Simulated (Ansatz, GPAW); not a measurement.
# Polarising C/Nb(110) with a field along the normal

The dipole of the cell at several fields, atoms fixed. What does the strongest field give, and what length does the slope stand for?

**Method.** GPAW 26.7.0, plane waves (500 eV), PAW setups, PBE, 12×12 mesh, a dipole layer in the vacuum; geometry relaxed without an applied field with Ansatz 0.2.0. The cell's area is 7.70 Å², and e/ε0 = 180.95 V Å.

The runs, one held back:

| field (V/Å) | dipole (e Å) |
| --- | --- |
| −0.2 | −0.1682 |
| −0.1 | −0.1204 |
| −0.05 | −0.0965 |
| 0.05 | −0.0486 |
| 0.1 | −0.0246 |
| 0.2 | 0.0234 |
| 0.3 | ? |

**Question.** What is the dipole at 0.3 V/Å?

A: A line through the 6 points has the slope α = 0.479 e Å per V/Å and the intercept p₀ = −0.0725 e Å (r.m.s. residual 6.2e−05). At 0.3 V/Å it gives p = −0.0725 + 0.479 × 0.3 = 0.0712 e Å; the run gives 0.0716 e Å, so the response stays linear to 0.3 % of the induced part. Dividing by ε0 and the area: α/(ε0 A) = 0.479 × 180.95 / 7.70 = 11.26 Å, against 8.21 Å between the outer nuclei.

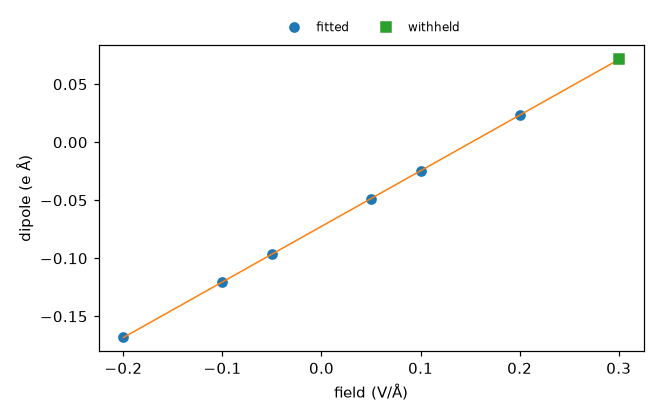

The line and the withheld run.

**Limits.** This is the electronic response alone; ions that move would add to it in polar layers. No run was spin-polarised, so magnetic states weren't tested.
